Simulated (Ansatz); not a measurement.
# SiNHF3 (SMILES [NH][Si](F)(F)F) at UCCSD/6-31G(d) (spherical functions)

What is the energy change on altering one bond length of SiNHF3 at UCCSD/6-31G* (spherical functions)? 

The calculation is run with Ansatz 0.2.0.

86 further runs of the same task are left out: 2 that didn't finish, 84 set aside as unsound or not needed. Runs told in other sessions of the task aren't counted.

## (1) The molecule

SiNHF3: 6 atoms, total charge 0, spin state doublet. As SMILES, `[NH][Si](F)(F)F`. Geometry: relaxed at PBE0-D4/def2-TZVP.

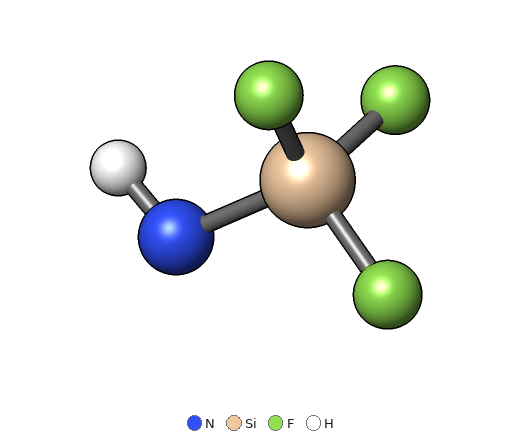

Viewed from a chosen angle; nitrogen blue, silicon light orange, fluorine green, hydrogen white.

## (2) A single-point energy at UCCSD/6-31G(d) (spherical functions)

File input.yaml:

```yaml
basis:
  gaussian:
    orbitals: 6-31G_st_-spherical.json
crystal:
  periodic: [false, false, false]
  atoms:
    - symbol: "N"
      position_ang: [-0.974500, 0.604600, 0.713900]
    - symbol: Si
      position_ang: [0.193600, -0.089600, -0.346100]
    - symbol: F
      position_ang: [-0.087100, 0.387600, -1.812600]
    - symbol: F
      position_ang: [0.123100, -1.661400, -0.330200]
    - symbol: F
      position_ang: [1.652300, 0.359600, 0.035600]
    - symbol: H
      position_ang: [-0.865300, 0.335400, 1.693200]
correlation:
  method: ccsd
  frozen_orbitals: {F: 1, H: 0, "N": 1, Si: 5}
magnetization:
  spin_polarized: true
  initial_magnetization: 1
accuracy: high
scf:
  omitted_lower_state_checks: [cluster_reference, increment]
```

The basis set 6-31G* is read from a file made from the Basis Set Exchange's data (not shown).

Started as:

```bash
$ ansatz run input.yaml --threads 1 --pin off --max-ram 3480MiB --events-out events.jsonl --progress --plain --runs-dir runs
```

The log of the run, shortened:

```text
Warning: RAYON_NUM_THREADS=1 ignored (pool sized by the plan → 1); use --threads N
Functional definition: HF
  name "HF"
[...]
1642 factors; integrals over basis functions are off by at most 3.9e-9 eV
[...]
mean field -17481.76189699 eV, -642.4429001504 hartree, gradient 1.5e-8 eV, S^2 0.756676; 3 other end points of the search recorded, 0 dependent functions left out
9 core orbitals not correlated: weight in the atoms' cores, before any rotation towards them, 1.000 or more for the frozen orbitals, at most 0.000 for the correlated occupied ones
reference -17481.76189699 eV, -642.4429001504 hartree; 16, 15 occupied and 51, 52 virtual orbitals, 1642 factors
second order -19.46654476 eV of doubles, -0.00000000 eV of singles
cycle   1  -19.48773187 eV  change   -2.1e-2 eV  update   9.8e-2
[...]
cycle  25  -19.99108617 eV  change   4.6e-10 eV  update   2.3e-9
Total energy: -17501.75298316 eV, -643.1775590169 hartree
Checks for a lower state left out: cluster_reference, increment
```

Wall time 45 s (1 thread of Arm Neoverse V1, shared host); peak memory 0.67 GiB.

## (3) The distorted shape at the same level

File run.yaml:

```yaml
basis:
  gaussian:
    orbitals: 6-31G_st_-spherical.json
crystal:
  periodic: [false, false, false]
  atoms:
    - {symbol: N, position_ang: [-0.749948, 0.222854, 1.887058]}
    - {symbol: Si, position_ang: [0.418152, -0.471346, 0.827058]}
    - {symbol: F, position_ang: [-0.087100, 0.387600, -1.812600]}
    - {symbol: F, position_ang: [0.347652, -2.043146, 0.842958]}
    - {symbol: F, position_ang: [1.876852, -0.022146, 1.208758]}
    - {symbol: H, position_ang: [-0.640748, -0.046346, 2.866358]}
accuracy: high
magnetization:
  spin_polarized: true
  initial_magnetization: 1
scf:
  omitted_lower_state_checks: [cluster_reference, increment]
correlation:
  method: ccsd
  frozen_orbitals: {F: 1, H: 0, "N": 1, Si: 5}
```

The basis set 6-31G* is read from a file made from the Basis Set Exchange's data (not shown).

Started as:

```bash
$ ansatz run run.yaml --threads 1 --pin off --max-ram 3480MiB --events-out events.jsonl --progress --plain --runs-dir runs
```

The log of the run, shortened:

```text
Warning: RAYON_NUM_THREADS=1 ignored (pool sized by the plan → 1); use --threads N
[... 2 set-up lines as earlier in the session ...]
[...]
1570 factors; integrals over basis functions are off by at most 8.4e-9 eV
[...]
mean field -17476.43707396 eV, -642.2472165136 hartree, gradient 2.2e-8 eV, S^2 1.635260; 24 other end points of the search recorded, 0 dependent functions left out
9 core orbitals not correlated: weight in the atoms' cores, before any rotation towards them, 1.000 or more for the frozen orbitals, at most 0.000 for the correlated occupied ones
reference -17476.43707396 eV, -642.2472165136 hartree; 16, 15 occupied and 51, 52 virtual orbitals, 1570 factors
second order -18.08646586 eV of doubles, -0.00000000 eV of singles
cycle   1  -18.38758410 eV  change   -3.0e-1 eV  update   1.1e-1
[...]
cycle  46  -19.31986326 eV  change    3.0e-9 eV  update   3.9e-9
Total energy: -17495.75693723 eV, -642.9572083931 hartree
Checks for a lower state left out: cluster_reference, increment
```

Wall time 1.7 min (1 thread of Arm Neoverse V1, shared host); peak memory 0.67 GiB.

## (4) Summary of results

At UCCSD/6-31G* (spherical functions), 9 core orbitals frozen:

| quantity | value |
| --- | --- |
| first shape: total energy | -643.17756 Eh |
| first shape: correlation energy (9 core orbitals frozen) | -734.7 mEh |
| first shape: ⟨S²⟩ of the reference determinant | 0.757 |
| first shape: T1 diagnostic | 0.012 |
| distorted shape: total energy | -642.95721 Eh |
| distorted shape: correlation energy (9 core orbitals frozen) | -710.0 mEh |
| distorted shape: ⟨S²⟩ of the reference determinant | 1.635 |
| distorted shape: T1 diagnostic | 0.052 |
| energy change with the Si2–F3 bond stretched from 1.568 to 2.821 Å | 5.996 eV |

**Reading.** With the Si2–F3 bond stretched from 1.568 to 2.821 Å the energy rises by 6.00 eV (579 kJ/mol). The first shape isn't relaxed at this level, so the change isn't measured from a minimum. ⟨S²⟩ (distorted shape) is 1.64 where a pure doublet has 0.75: the reference is spin-contaminated. The T1 diagnostic (distorted shape) of 0.052 is above the customary mark for such species, so a single reference may not serve.
